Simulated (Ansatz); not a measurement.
Band structure of Bi (P2_1/m, 4 atoms in the cell).

```xyz
4
Lattice="4.5173 0.0000 0.0000 0.0000 4.4824 0.0000 -1.4806 0.0000 6.5041" Properties=species:S:1:pos:R:3 pbc="T T T"
Bi     2.7029     1.1206     5.1069
Bi     0.3338     3.3618     1.3972
Bi     2.5883     1.1206     2.0676
Bi     0.4484     3.3618     4.4364
```

Computed with LDA (PW92), default PAW files made with PBE (plane waves; Ansatz, a quantum-chemistry and plane-wave program).

Settings: basis.ecutwfc = 30.9 Ry; kpoints.mp_grid.grid = 5 4 3; hamiltonian.xc = lda; hamiltonian.pseudopotentials = {kind: paw} (the program's default PAW files); scf.occupations.method = gaussian; scf.occupations.width = 0.01 Ry; kpoints.band_path.npoints = 8.

The starting cell comes from a database of computed structures (which also holds hypothetical and non-ambient phases and stackings), without a prior relaxation at this level. Its lattice was rescaled by a random factor within 2.5 % of one. Spin-orbit coupling is off.

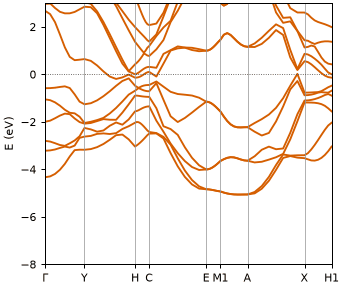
*Bands along the path, energies from the Fermi level.*

Levels in eV from the Fermi level, bands 27 to 34:
```tsv
point	27	28	29	30	31	32	33	34
Γ	-2.80	-2.00	-1.06	-0.59	2.67	2.97	2.98	3.45
Y	-2.26	-2.08	-2.05	-1.26	0.64	2.84	3.04	3.08
H	-1.56	-0.90	-0.69	-0.48	-0.14	0.00	0.42	1.37
C	-1.35	-0.95	-0.72	-0.45	0.10	0.31	0.77	1.19
E	-4.01	-4.01	-1.15	-1.15	0.99	0.99	4.06	4.06
M1	-3.65	-3.65	-1.57	-1.57	1.46	1.46	3.00	3.00
A	-3.64	-3.64	-2.23	-2.23	1.16	1.16	4.65	4.65
X	-1.19	-1.11	-0.88	-0.77	0.55	0.86	1.13	1.43
H1	-1.56	-0.90	-0.69	-0.48	-0.14	0.00	0.42	1.37
```

Bands cross the Fermi level along this path, so the cell is metallic at this level.

Keys are those of Ansatz 0.2.
